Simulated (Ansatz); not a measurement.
## H2CClF (P2_1): the gap up the ladder of methods

Aim: the gap of H2CClF (P2_1) at several levels of theory on one structure, with the time that each takes.

Method: density functionals, hybrids and G0W0, plane waves, PAW, in Ansatz 0.2.0.

## 1. Starting point

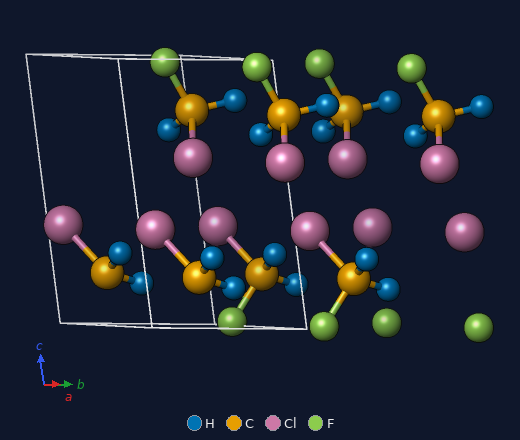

The starting structure, seen slightly off an axis (hydrogen blue, carbon orange, chlorine pink, fluorine green). 2×2×1 cells are drawn. Bonds to atoms that aren't drawn are left out. Some periodic images of atoms are drawn too.

Geometry: measured cell, ions relaxed with PBE. The runs that relaxed it are not among those shown. The default PAW set here is soft_2. Its files were made with PBE.

## 2. LDA on the 6×6×4 mesh

This step: DFT, LDA, plane waves, PAW.

Input file input.yaml:

```yaml
crystal:
  lattice:
    - [5.0206, 0.0, 0.0]
    - [0.0, 4.1477, 0.0]
    - [-2.1143188253, 0.0, 6.4288463713]
  atoms:
    - { symbol: H, position: [0.2853907074, 0.3914333251, 0.1553547444] }
    - { symbol: H, position: [0.7146092926, 0.8914333251, 0.8446452556] }
    - { symbol: H, position: [0.5708661695, 0.1079278767, 0.2708692269] }
    - { symbol: H, position: [0.4291338305, 0.6079278767, 0.7291307731] }
    - { symbol: C, position: [0.3461441783, 0.1407585261, 0.1942650717] }
    - { symbol: C, position: [0.6538558217, 0.6407585261, 0.8057349283] }
    - { symbol: Cl, position: [0.1665216804, 0.0025228448, 0.3683413112] }
    - { symbol: Cl, position: [0.8334783196, 0.5025228448, 0.6316586888] }
    - { symbol: F, position: [0.2645503672, 0.9578574273, 0.0149998989] }
    - { symbol: F, position: [0.7354496328, 0.4578574273, 0.9850001011] }
kpoints:
  mp_grid: { grid: [6, 6, 4] }
  band_path:
    path:
      - [0.0, 0.0, 0.0]
      - [0.0, 0.5, 0.0]
      - [0.0, 0.5, 0.5]
      - [0.0, 0.0, 0.5]
      - [-0.5, 0.0, 0.5]
      - [-0.5, 0.5, 0.5]
      - [-0.5, 0.5, 0.0]
      - [-0.5, 0.0, 0.0]
      - [-0.5, 0.45, 0.0]
    npoints: 1
hamiltonian:
  xc: lda
scf:
  occupations: { method: fixed }
  n_extra_bands: 7
output:
  eigenvalues: true
  forces: true
  stress: true
```

Run with:

```
$ ansatz run input.yaml --threads 3 --pin off --max-ram 92160MiB --backend cuda --events-out ev --progress --plain --runs-dir out --devices 1 --max-vram 13GiB  # rebuilt from the run's record
```

Numbers of over 12 decimals in the logs are rounded to 6 here.

Output:

```text
scf.n_extra_bands = 7 over 20 filled bands (N_el = 40.0): the run solves 27 bands
GPUs: using 1 of 1 available (devices: 1).
Engine: ansatz 0.2.0, x86_64-unknown-linux-gnu
Pseudopotentials: kind: paw
Pseudopotential: H, paw, valence charge 1, recommended cutoff 420 eV (normal), H.paw.azcp
Pseudopotential: C, paw, valence charge 4, recommended cutoff 420 eV (normal), C.paw.azcp
Pseudopotential: Cl, paw, valence charge 7, recommended cutoff 420 eV (normal), Cl.paw.azcp
Pseudopotential: F, paw, valence charge 7, recommended cutoff 420 eV (normal), F.paw.azcp
Functional definition: SPW92
  exchange = slater_x
  correlation = pw_c
device memory: the entry about to start is reckoned to put 3.0 GiB on a device that reports 52.1 GiB free (of which the cap on the GPU budget leaves the run 13.0 GiB)
GPU FFT provider: cuFFT
GPU libraries: cuBLAS 13.8.2, cuFFT 12.4.0, cuSOLVER 12.3.4
Crystal: 10 atoms, lattice volume = 133.874 Å³
Basis set: ecut = 420 eV, 2603 PW (Γ)
Bands: 27, of which v1, the nominal top of the filled ones, is band 20 counted from 1 (19 counted from 0)
Symmetry: 2 space group operations
Space group: P21 (ITA 4), of the structure as read, at distance tolerance 5.1e-5 Å
k-points: 56 of 144 (time reversal used)
Non-local potential: H, projectors of the file, l = 0: 2, l = 1: 1
Non-local potential: C, projectors of the file, l = 0: 2, l = 1: 2, l = 2: 1
Non-local potential: Cl, projectors of the file, l = 0: 2, l = 1: 2, l = 2: 2
Non-local potential: F, projectors of the file, l = 0: 2, l = 1: 2, l = 2: 1
PAW form: soft (Blöchl's): semilocal exchange-correlation on the pseudo side does not see the compensation charge
PAW frozen core: C, regenerated for the run's functional, and the local potential with it (the file was generated under x = pbe(κ = 0.804, μ = 0.219515), c = pbe(β = 0.066725))
PAW frozen core: Cl, regenerated for the run's functional, and the local potential with it (the file was generated under x = pbe(κ = 0.804, μ = 0.219515), c = pbe(β = 0.066725))
PAW frozen core: F, regenerated for the run's functional, and the local potential with it (the file was generated under x = pbe(κ = 0.804, μ = 0.219515), c = pbe(β = 0.066725))
PAW one-centre angular grid: H, 110 points (default); XC on 64 Gauss nodes
PAW one-centre angular grid: C, 110 points (default); XC on 64 Gauss nodes
PAW one-centre angular grid: Cl, 110 points (default); XC on 64 Gauss nodes
PAW one-centre angular grid: F, 110 points (default); XC on 64 Gauss nodes
Initial density: superposition of atomic densities (neutral atoms: chi_scale 0, normalization atom), corrected by the library's trained network
Initial wavefunctions: pseudopotential atomic-orbital guess
GPU buffer pool allocated for 51840 grid points (all kernels)
GPU transforms: local potential and band sums: pruned to the plane-wave sphere, on 36×27×45
Functional: x = slater, c = lda
SCF iter   1: F=—  HF=-4224.080528 eV  |F-HF|=—  |Δ(HF+E_count)|=         —  Δρ=9.82e-3  dr2=7.87e-2  ethr=1.77e-3  ⟨swp⟩=5.0  Hψ=6095  notcnv=0  defer=279
preconditioner: auto → Resta (q_TF=auto, 2.231 Å⁻¹)  ε∞=3.3  [insulator: Δε(μ)=5.701 eV  Ē_g=12.812 eV  n_scr=26 (ndim 8)  ℏωp=19.3 eV  f_vac=0.108  ε∞_Penn≈3.3]
SCF iter   2: F=—  HF=-4224.060736 eV  |F-HF|=—  |Δ(HF+E_count)|=   1.98e-2  Δρ=4.02e-3  dr2=1.34e-2  ethr=1.97e-4  ⟨swp⟩=2.3  Hψ=2952  notcnv=0  defer=280
SCF iter   3: F=—  HF=-4224.057397 eV  |F-HF|=—  |Δ(HF+E_count)|=   3.34e-3  Δρ=1.78e-3  dr2=3.16e-3  ethr=3.35e-5  ⟨swp⟩=2.3  Hψ=2331  notcnv=0  defer=280
SCF iter   4: F=—  HF=-4224.056611 eV  |F-HF|=—  |Δ(HF+E_count)|=   7.86e-4  Δρ=2.67e-4  dr2=7.27e-5  ethr=7.90e-6  ⟨swp⟩=2.2  Hψ=2321  notcnv=0  defer=280
SCF iter   5: F=—  HF=-4224.056732 eV  |F-HF|=—  |Δ(HF+E_count)|=   1.21e-4  Δρ=9.91e-5  dr2=9.92e-6  ethr=1.82e-7  ⟨swp⟩=2.2  Hψ=2365  notcnv=0  defer=165
SCF iter   6: F=—  HF=-4224.056738 eV  |F-HF|=—  |Δ(HF+E_count)|=   6.21e-6  Δρ=1.65e-5  dr2=3.91e-7  ethr=2.48e-8  ⟨swp⟩=2.2  Hψ=2425  notcnv=0  defer=168
SCF iter   7: F=-4224.056738 eV  HF=-4224.056738 eV  |F-HF|=3.77e-8  |Δ(HF+E_count)|=   1.89e-7  Δρ=5.23e-6  dr2=3.72e-8  ethr=2.50e-10  ⟨swp⟩=11.2  Hψ=8355  notcnv=0
SCF 1 converged in 7 iterations: F = -4224.056738 eV  dr2 = 3.72e-8
[...]
device memory: the entry about to start is reckoned to put 0.8 GiB on a device that reports 53.7 GiB free (of which the cap on the GPU budget leaves the run 13.0 GiB)
NSCF: frozen V_eff on 9 k-points, pencils in batches of 32, up to order 120
SCF converged after 7 iterations
Free energy (F): -4224.056738 eV
Harris-Foulkes:  -4224.056738 eV  (|F-HF|=3.77e-8)
Internal energy: -4224.056738 eV  (E = F + TS)
E sigma→0 (E₀):  -4224.056738 eV
Fermi energy:    -0.812704 eV
--- Per-component energies (eV) ---
  E_band       = -309.928252
  E_kinetic    = 960.039991
  E_local      = -2749.868352  (includes V_loc(G=0)·N_el)
  E_nonlocal   = 274.439648
  E_hartree    = 977.113082
  E_xc         = -492.568893
  E_vxc        = -601.816095  (∫ρ·V_xc dr)
  E_paw        = -1810.097780  (= ΣΔE_a)
  E_vpaw       = -146.950955  (= ΣTr[D̂ρ^β])
  E_aug_tail   = -0.001106  (compensation charges beyond the density's cutoff)
  E_ewald      = -1383.846480
  E_core_change = 0.733152  (= ΣΔE_core)
  E_smearing   = -0.000000  (= −TS)
  E_closure    = -0.000000  (closes the sum)
  Σ components = -4224.056738   (vs F -4224.056738, Δ=0.00e0)
--- Forces (eV/Å), atoms counted from 1 ---
  atom   1  H     -0.07964119     0.26030193    -0.07324463
  atom   2  H      0.07964119     0.26030193     0.07324463
  atom   3  H      0.22608020    -0.03222955     0.12554427
  atom   4  H     -0.22608020    -0.03222955    -0.12554427
  atom   5  C     -0.38817514    -0.61238360    -0.37602074
  atom   6  C      0.38817514    -0.61238360     0.37602074
  atom   7  Cl     0.24426645     0.08691349    -0.23107836
  atom   8  Cl    -0.24426645     0.08691349     0.23107836
  atom   9  F     -0.02729654     0.29739225     0.55566303
  atom  10  F      0.02729654     0.29739225    -0.55566303
  max |Σ_I F_I| component: 1.10e-5 eV/Å
--- Stress (GPa, compression-positive) ---
       -1.569911      -0.000000       1.040785
       -0.000000      -1.242107       0.000000
        1.040784       0.000000      -3.046347
  P = ⅓ Tr σ = -1.9528 GPa (-19.528 kbar)
--- Band table (eV; the first three rows and the last of 56) ---
  k-point 0: bands = [... 16 lower, -1.6308, -1.6183, -1.5863, -1.0916, 5.2973, 5.5726, 5.8440, 7.1013, ... 3 higher]
  k-point 1: bands = [... 16 lower, -1.7539, -1.5447, -1.4948, -1.1114, 5.3143, 5.4851, 5.9645, 6.8440, ... 3 higher]
  k-point 2: bands = [... 16 lower, -1.7904, -1.4865, -1.4677, -1.1321, 5.3580, 5.3930, 6.1220, 6.5664, ... 3 higher]
  k-point 55: bands = [... 16 lower, -1.6459, -1.6459, -0.8185, -0.8185, 5.5044, 5.5044, 6.6804, 6.6804, ... 3 higher]
```

The job ended after 4.5 s (1 × NVIDIA H100 80GB HBM3 (shared by 6 runs) with 3 threads of AMD EPYC 7R13 (Zen 3), shared host; peak memory 0.92 GiB).

Reading the cycles: dr2 is the Hartree energy of the density residual (eV), the measure of convergence; HF is the Harris–Foulkes estimate of the energy, which meets the free energy F at convergence.

Numbers from this step:

| Property | Result |
| --- | --- |
| pressure | -1.953 GPa |
| gap | 5.756 eV |
| valence top at | k = (-0.500, 0.450, 0.000) |
| conduction bottom at | Y_2 |
| least direct gap | 5.814 eV |

Over mesh and listed points the gap is 5.756 eV, from k = (-0.500, 0.450, 0.000) to k = (-0.500, 0.000, 0.000). The least direct gap found is 5.814 eV, at k = (-0.500, 0.000, 0.000). On the 6×6×4 mesh alone the same run gives 5.759 eV, so that mesh misses an edge of LDA: 5.759 − 5.756 = +0.003 eV.

## 3. PBEsol on the 6×6×4 mesh

This step: DFT, PBEsol, plane waves, PAW.

input.yaml: that of step 2 with these lines changed.

```diff
@@ -31,3 +31,3 @@
 hamiltonian:
-  xc: lda
+  xc: pbesol
 scf:
```

Output:

```text
[...]
GPUs: using 1 of 1 available (devices: 1).
[...]
GPU FFT provider: cuFFT
GPU libraries: cuBLAS 13.8.2, cuFFT 12.4.0, cuSOLVER 12.3.4
Crystal: 10 atoms, lattice volume = 133.874 Å³
Basis set: ecut = 420 eV, 2603 PW (Γ), exchange–correlation on 72×60×96 points (8 copies of the dense FFT grid, shifted against one another)
Bands: 27, of which v1, the nominal top of the filled ones, is band 20 counted from 1 (19 counted from 0)
Symmetry: 2 space group operations
[...]
k-points: 56 of 144 (time reversal used)
[...]
GPU buffer pool allocated for 51840 grid points (all kernels)
[...]
SCF iter   1: F=—  HF=-4278.988153 eV  |F-HF|=—  |Δ(HF+E_count)|=         —  Δρ=6.14e-3  dr2=2.86e-2  ethr=1.77e-3  ⟨swp⟩=5.1  Hψ=6169  notcnv=0  defer=279
[...]
atom   5  C     -0.23625030    -0.34435568    -0.18574929
  atom   6  C      0.23625030    -0.34435568     0.18574929
  atom   7  Cl     0.14161394     0.05032439    -0.11741727
  atom   8  Cl    -0.14161394     0.05032439     0.11741727
  atom   9  F     -0.01671698     0.15383490     0.27720663
  atom  10  F      0.01671698     0.15383490    -0.27720663
  max |Σ_I F_I| component: 2.32e-4 eV/Å
--- Stress (GPa, compression-positive) ---
        0.228394      -0.000000       0.619164
       -0.000000       0.437068       0.000000
        0.619162       0.000000      -0.516688
  P = ⅓ Tr σ = 0.0496 GPa (0.496 kbar)
--- Band table (eV; the first three rows and the last of 56) ---
  k-point 0: bands = [... 16 lower, -1.4259, -1.4091, -1.3825, -0.9009, 5.6380, 5.8846, 6.3207, 7.4628, ... 3 higher]
  k-point 1: bands = [... 16 lower, -1.5403, -1.3407, -1.2960, -0.9200, 5.6535, 5.8263, 6.4026, 7.2108, ... 3 higher]
  k-point 2: bands = [... 16 lower, -1.5753, -1.2851, -1.2698, -0.9402, 5.7117, 5.7260, 6.5603, 6.9224, ... 3 higher]
  k-point 55: bands = [... 16 lower, -1.4398, -1.4398, -0.6377, -0.6377, 5.8209, 5.8209, 7.0798, 7.0798, ... 3 higher]
[key lines of the parts left out:]
SCF converged after 7 iterations
Free energy (F): -4278.984528 eV
Fermi energy:    -0.632098 eV
```

The job ended after 6 s (1 × NVIDIA H100 80GB HBM3 (shared by 6 runs) with 3 threads; peak memory 0.96 GiB).

This step gave:

```yaml
pressure: 0.04959 GPa
gap: 5.909 eV
valence_top_at: k = (-0.500, 0.450, 0.000)
conduction_bottom_at: Y_2
least_direct_gap: 5.967 eV
```

Over mesh and listed points the gap is 5.909 eV, from k = (-0.500, 0.450, 0.000) to k = (-0.500, 0.000, 0.000). The least direct gap found is 5.967 eV, at k = (-0.500, 0.000, 0.000). On the 6×6×4 mesh alone the same run gives 5.912 eV, so that mesh misses an edge of PBEsol: 5.912 − 5.909 = +0.003 eV. PBEsol against LDA: 5.909 − 5.756 = +0.153 eV, with the same mesh, files and cutoff, and both edges at the same k points.

## 4. PBE on the 6×6×4 mesh

Levels along a band path and on the mesh show where this functional puts the band edges.

This step: DFT, PBE, plane waves, PAW.

input.yaml: that of step 3 with these lines changed.

```diff
@@ -24,12 +24,14 @@
       - [0.0, 0.0, 0.5]
+      - [0.0, 0.0, 0.0]
       - [-0.5, 0.0, 0.5]
       - [-0.5, 0.5, 0.5]
+      - [0.0, 0.5, 0.0]
       - [-0.5, 0.5, 0.0]
       - [-0.5, 0.0, 0.0]
-      - [-0.5, 0.45, 0.0]
-    npoints: 1
+      - [0.0, 0.0, 0.0]
+    npoints: 10
 hamiltonian:
-  xc: pbesol
+  xc: pbe
 scf:
-  occupations: { method: fixed }
+  occupations: { method: fermi_dirac, width: 0.02 }
   n_extra_bands: 7
@@ -39 +41,5 @@
   stress: true
+  write_density: true
+  write_potential: true
+  elf: true
+  volumetric_format: npy
```

Output:

```text
[...]
GPUs: using 1 of 1 available (devices: 1).
[...]
GPU FFT provider: cuFFT
GPU libraries: cuBLAS 13.8.2, cuFFT 12.4.0, cuSOLVER 12.3.4
Crystal: 10 atoms, lattice volume = 133.874 Å³
Basis set: ecut = 420 eV, 2603 PW (Γ), exchange–correlation on 72×60×96 points (8 copies of the dense FFT grid, shifted against one another)
[...]
k-point 0: bands = [... 16 lower, -1.4015, -1.3764, -1.3552, -0.8884, 5.7133, 5.9528, 6.4523, 7.5892, ... 3 higher]
  k-point 1: bands = [... 16 lower, -1.5069, -1.3150, -1.2744, -0.9040, 5.7294, 5.9026, 6.5344, 7.3298, ... 3 higher]
  k-point 2: bands = [... 16 lower, -1.5417, -1.2640, -1.2484, -0.9205, 5.7842, 5.8114, 6.7083, 7.0239, ... 3 higher]
  k-point 55: bands = [... 16 lower, -1.4114, -1.4114, -0.6445, -0.6445, 5.8940, 5.8940, 7.1943, 7.1943, ... 3 higher]
[key lines of the parts left out:]
SCF converged after 7 iterations
Free energy (F): -4341.608667 eV
Fermi energy:    2.381360 eV
P = ⅓ Tr σ = 1.3181 GPa (13.181 kbar)
```

Elapsed: 7.5 s, on 1 × NVIDIA H100 80GB HBM3 (shared by 6 runs) with 3 threads; peak memory 1 GiB.

This step gave:

```
pressure             : 1.318 GPa
gap                  : 5.993 eV
valence top at       : k = (-0.500, 0.450, 0.000)
conduction bottom at : Y_2
least direct gap     : 6.043 eV
```

Over mesh and path the gap is 5.993 eV, from k = (-0.500, 0.450, 0.000) to k = (-0.500, 0.000, 0.000). The least direct gap found is 6.043 eV, at k = (-0.500, 0.000, 0.000). On the 6×6×4 mesh alone the same run gives 5.996 eV, so that mesh misses an edge of PBE: 5.996 − 5.993 = +0.003 eV. PBE against PBEsol: 5.993 − 5.909 = +0.084 eV, with the same mesh, files and cutoff, and both edges at the same k points.

## 5. r2SCAN on the 6×6×4 mesh

r2SCAN is a meta-GGA: it depends on the kinetic-energy density as well as on the density and its gradient.

This step: DFT, r2SCAN, plane waves, PAW.

input.yaml: that of step 4 with these lines changed.

```diff
@@ -24,14 +24,12 @@
       - [0.0, 0.0, 0.5]
-      - [0.0, 0.0, 0.0]
       - [-0.5, 0.0, 0.5]
       - [-0.5, 0.5, 0.5]
-      - [0.0, 0.5, 0.0]
       - [-0.5, 0.5, 0.0]
       - [-0.5, 0.0, 0.0]
-      - [0.0, 0.0, 0.0]
-    npoints: 10
+      - [-0.5, 0.45, 0.0]
+    npoints: 1
 hamiltonian:
-  xc: pbe
+  xc: r2scan
 scf:
-  occupations: { method: fermi_dirac, width: 0.02 }
+  occupations: { method: fixed }
   n_extra_bands: 7
@@ -41,5 +39 @@
   stress: true
-  write_density: true
-  write_potential: true
-  elf: true
-  volumetric_format: npy
```

Output:

```text
[...]
GPUs: using 1 of 1 available (devices: 1).
[...]
GPU FFT provider: cuFFT
GPU libraries: cuBLAS 13.8.2, cuFFT 12.4.0, cuSOLVER 12.3.4
Crystal: 10 atoms, lattice volume = 133.874 Å³
Basis set: ecut = 500 eV, 3397 PW (Γ), exchange–correlation on 160×128×200 points (64 copies of the dense FFT grid, shifted against one another)
[...]
k-point 0: bands = [... 16 lower, -1.8339, -1.8205, -1.7778, -1.3004, 5.8564, 6.0745, 6.6802, 7.8206, ... 3 higher]
  k-point 1: bands = [... 16 lower, -1.9494, -1.7389, -1.7053, -1.3177, 5.8810, 6.0470, 6.7397, 7.5469, ... 3 higher]
  k-point 2: bands = [... 16 lower, -1.9872, -1.6943, -1.6679, -1.3366, 5.9470, 5.9717, 6.8934, 7.2277, ... 3 higher]
  k-point 55: bands = [... 16 lower, -1.8530, -1.8530, -1.0541, -1.0541, 6.0652, 6.0652, 7.3876, 7.3876, ... 3 higher]
[key lines of the parts left out:]
SCF converged after 7 iterations
Free energy (F): -4354.549672 eV
Fermi energy:    -1.050300 eV
P = ⅓ Tr σ = -0.7554 GPa (-7.554 kbar)
```

The job ended after 9.8 s (1 × NVIDIA H100 80GB HBM3 (shared by 6 runs) with 3 threads; peak memory 1.1 GiB; 12 s of CPU time).

Numbers from this step:

* pressure: -0.7554 GPa
* gap: 6.575 eV
* valence top at: k = (-0.500, 0.450, 0.000)
* conduction bottom at: Y_2
* least direct gap: 6.623 eV

Over mesh and listed points the gap is 6.575 eV, from k = (-0.500, 0.450, 0.000) to k = (-0.500, 0.000, 0.000). The least direct gap found is 6.623 eV, at k = (-0.500, 0.000, 0.000). On the 6×6×4 mesh alone the same run gives 6.578 eV, so that mesh misses an edge of r2SCAN: 6.578 − 6.575 = +0.003 eV. r2SCAN against PBE: 6.575 − 5.993 = +0.582 eV. The runs also differ in plane-wave cutoff (420 eV and 500 eV), so how much of this comes from the functional alone is not known.

## 6. HSE06 on the 4×4×2 mesh

HSE06 mixes in a quarter of exact exchange at short range.

This step: DFT, HSE06, plane waves, PAW.

input.yaml: that of step 5 with these lines changed.

```diff
@@ -17,3 +17,3 @@
 kpoints:
-  mp_grid: { grid: [6, 6, 4] }
+  mp_grid: { grid: [4, 4, 2] }
   band_path:
@@ -31,3 +31,3 @@
 hamiltonian:
-  xc: r2scan
+  xc: hse06
 scf:
@@ -37,3 +37 @@
   eigenvalues: true
-  forces: true
-  stress: true
```

Output:

```text
[...]
GPUs: using 1 of 1 available (devices: 1).
[...]
davidson cushion auto → on  (no smearing: the cushion is to keep the highest requested band from converging to the state above it; pin scf.eigensolver.cushion to override)
[...]
GPU FFT provider: cuFFT
GPU libraries: cuBLAS 13.8.2, cuFFT 12.4.0, cuSOLVER 12.3.4
Crystal: 10 atoms, lattice volume = 133.874 Å³
Basis set: ecut = 420 eV, 2603 PW (Γ)
[...]
Fermi energy:    -1.736854 eV
[...]
--- Band table (eV; the first three rows and the last of 18) ---
  k-point 0: bands = [... 16 lower, -2.5086, -2.4944, -2.4631, -1.9617, 6.3797, 6.6500, 6.9570, 8.2939, ... 3 higher]
  k-point 1: bands = [... 16 lower, -2.6634, -2.3722, -2.3548, -1.9863, 6.4346, 6.5295, 7.1808, 7.7467, ... 3 higher]
  k-point 2: bands = [... 16 lower, -2.5821, -2.5381, -2.3377, -1.9612, 6.3283, 6.6944, 7.3737, 8.4247, ... 3 higher]
  k-point 17: bands = [... 16 lower, -2.5244, -2.5244, -1.7381, -1.7381, 6.6166, 6.6166, 7.8183, 7.8183, ... 3 higher]
[key lines of the parts left out:]
Free energy (F): -4342.673911 eV
```

It took 22 s on 1 × NVIDIA H100 80GB HBM3 (shared by 6 runs) with 3 threads; peak memory 1.3 GiB; 29 s of CPU time.

This step gave:

* gap: 7.750 eV
* valence top at: k = (-0.500, 0.450, 0.000)
* conduction bottom at: Y_2
* least direct gap: 7.780 eV
* exact-exchange fraction: 0.25

Over mesh and listed points the gap is 7.750 eV, from k = (-0.500, 0.450, 0.000) to k = (-0.500, 0.000, 0.000). The least direct gap found is 7.780 eV, at k = (-0.500, 0.000, 0.000). On the 4×4×2 mesh alone the same run gives 7.754 eV, so that mesh misses an edge of HSE06: 7.754 − 7.750 = +0.004 eV. HSE06 against PBE: 7.750 − 5.993 = +1.757 eV. The runs also differ in mesh (6×6×4 and 4×4×2), so how much of this comes from the functional alone is not known.

(Continued in part 2 of 2.)

[Paths, hosts, dates, memory and timing lines, banners, echoed tables and standing remarks are left out of the program output.]

[Logs are printed without paths, hosts, clocks, repeated set-up lines and the standing remarks that a program may print on its own settings, such as how far it seeks lower states.]

[Runs of the session that timed out or met a known fault of the program may be left out.]

[Cells called generated may have been cut or substituted from an entry of the Crystallography Open Database or the Materials Project.]

[Hosts, paths, dates, database ids (printed as entryN), source tags and the programs' standing remarks are cut or masked in the printed files.]

[Where an RPA ε∞ is given, it is that of the G0W0 mesh and is not shown converged in it. Names of k-points follow the symmetry that the program found, which can be lower than the space group named. Band edges on a path are those of the sampled points; other points can move an edge, and change direct to indirect where valleys lie close.]

[Hybrid gaps are those of their k-mesh and are not shown converged in it.]
